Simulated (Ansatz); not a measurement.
## Exact exchange and the HOMO–LUMO gap of C2H5Br (bromoethane)

The species is C2H5Br (8 atoms), meant as a singlet with charge 0. As SMILES, `CCBr`. The coordinates come from a PBE0-D4/def2-TZVP relaxation.

The HOMO–LUMO gap y, in eV, basis 6-31G(d); a is the functional's share of exact exchange. Programs: Ansatz 0.2.0.

| functional | program | a | y (eV) |
| --- | --- | --- | --- |
| revPBE | Ansatz | 0 | 5.76 |
| r2SCAN | Ansatz | 0 | 6.29 |
| B3LYP | Ansatz | 0.2 | ? |
| r2SCAN0 | Ansatz | 0.25 | 8.44 |
| PBE0 | Ansatz | 0.25 | 8.09 |
| BHLYP | Ansatz | 0.5 | 10.38 |

Task: Fit y = c + s·a to the known rows and predict B3LYP.

Result: 
1. Means of the 5 rows: a = 0.2000, y = 7.792.
2. Σ(Δa)² = 0.175, Σ(Δa·Δy) = 1.5305, so the slope is 1.5305/0.175 = 8.7457.
3. Intercept: 7.792 − (8.7457) × 0.2000 = 6.043. The largest residual of the fit is 0.28.
4. B3LYP: 6.043 + (8.7457) × 0.2 = 7.79 eV.

The run gave 7.56 eV, so the prediction is off by +0.23 eV, within the scatter of the fit. Exact exchange lowers occupied levels and raises empty ones. The rows mix families of semi-local functionals, which the line can't see.

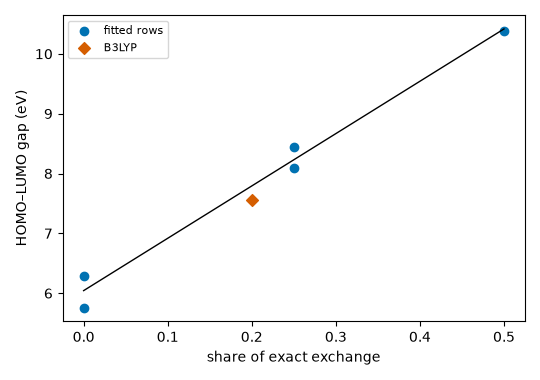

The fitted line, with the withheld row.
